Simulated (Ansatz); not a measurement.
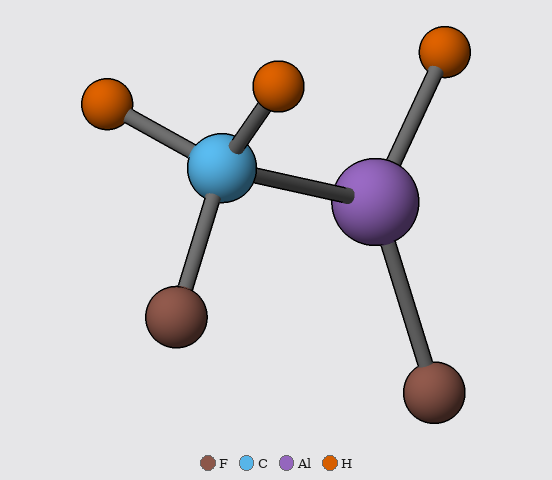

Harmonic vibrations computed with RKS PBE0-D4/def2-TZVP (Ansatz 0.2.0) at a stationary point of the same level.

Q: Minimum or transition state?

A: A minimum: no imaginary frequency, and the lowest mode lies at 63 cm⁻¹.

Q: List the wavenumbers.

A: 15 modes: 63, 115, 340, 388, 547, 665, 680, 863, 1061, 1244, 1281, 1451, 1959, 3009, 3051 cm⁻¹.
